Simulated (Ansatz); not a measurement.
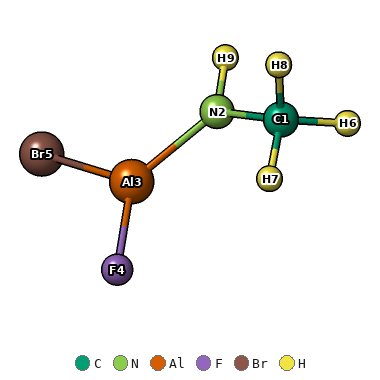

The system is CH4AlBrFN, SMILES C[NH][Al]([F])[Br]; the picture shows the reference structure. First axis: angle C1–N2–Al3. Second axis: dihedral C1–N2–Al3–F4. Nothing is relaxed (all other coordinates rigid). Grid: 9 × 10 points. All energies are given in eV relative to the relaxed molecule at the same level. Energies and slopes of some neighbouring points disagree (a jump in structure or state, or too coarse a mesh). These are results of RKS CAM-B3LYP-D4/def2-SVP in Ansatz 0.2.0, not measurements.

Its coordinates:

| atom | x (Å) | y (Å) | z (Å) |
| --- | --- | --- | --- |
| C | -0.7901 | -0.9243 | 0.5760 |
| N | -0.1302 | 0.3525 | 0.3695 |
| Al | 1.0001 | 0.8004 | -0.8904 |
| F | 1.4274 | -0.3136 | -2.0363 |
| Br | 1.8773 | 2.8527 | -0.9786 |
| H | -0.5361 | -1.3754 | 1.5510 |
| H | -0.4825 | -1.6395 | -0.2009 |
| H | -1.8898 | -0.8419 | 0.5238 |
| H | -0.3875 | 1.0428 | 1.0687 |

Range: angle C1–N2–Al3 from 93.4 to 163.4°; dihedral C1–N2–Al3–F4 from −180 to 144°.

What will the energy surface look like?

The lowest grid point is at angle C1–N2–Al3 = 128.4°, dihedral C1–N2–Al3–F4 = −180°, −0.010 eV from the relaxed molecule at the same level. Other grid points that lie below all their neighbours: angle C1–N2–Al3 = 128.4°, dihedral C1–N2–Al3–F4 = 0° (0.010 eV higher). The highest grid point, angle C1–N2–Al3 = 93.4°, dihedral C1–N2–Al3–F4 = −180°, lies 1.83 eV above the lowest.

| dihedral C1–N2–Al3–F4 ↓, angle C1–N2–Al3 → | 93.4 | 102.1 | 110.9 | 119.6 | 128.4 | 137.1 | 145.9 | 154.6 | 163.4 |
| --- | --- | --- | --- | --- | --- | --- | --- | --- | --- |
| 144 | 1.46 | 0.82 | 0.42 | 0.19 | 0.12 | 0.18 | 0.40 | 0.75 | 1.27 |
| 108 | 1.27 | 0.88 | 0.59 | 0.41 | 0.34 | 0.40 | 0.60 | 0.94 | 1.45 |
| 72 | 1.27 | 0.89 | 0.60 | 0.42 | 0.35 | 0.40 | 0.60 | 0.95 | 1.45 |
| 36 | 1.28 | 0.74 | 0.40 | 0.20 | 0.13 | 0.19 | 0.40 | 0.76 | 1.28 |
| 0 | 1.41 | 0.69 | 0.28 | 0.07 | 0.00 | 0.07 | 0.29 | 0.65 | 1.18 |
| −36 | 1.28 | 0.74 | 0.40 | 0.20 | 0.13 | 0.19 | 0.40 | 0.76 | 1.28 |
| −72 | 1.27 | 0.89 | 0.60 | 0.42 | 0.35 | 0.40 | 0.60 | 0.95 | 1.45 |
| −108 | 1.27 | 0.88 | 0.59 | 0.41 | 0.34 | 0.40 | 0.60 | 0.94 | 1.45 |
| −144 | 1.46 | 0.82 | 0.42 | 0.19 | 0.12 | 0.18 | 0.40 | 0.75 | 1.27 |
| −180 | 1.82 | 0.88 | 0.35 | 0.08 | −0.01 | 0.06 | 0.28 | 0.64 | 1.17 |

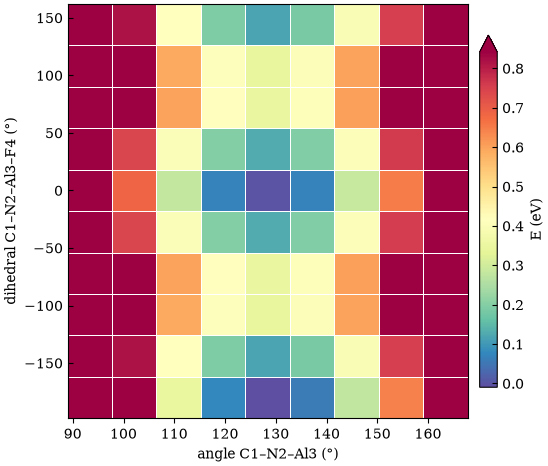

Drawn: one coloured cell a grid point, one colour for all values above the top of the scale.

Time for the 90 points that were run: 12 min on 1 thread of Arm Neoverse V1, on a shared host.
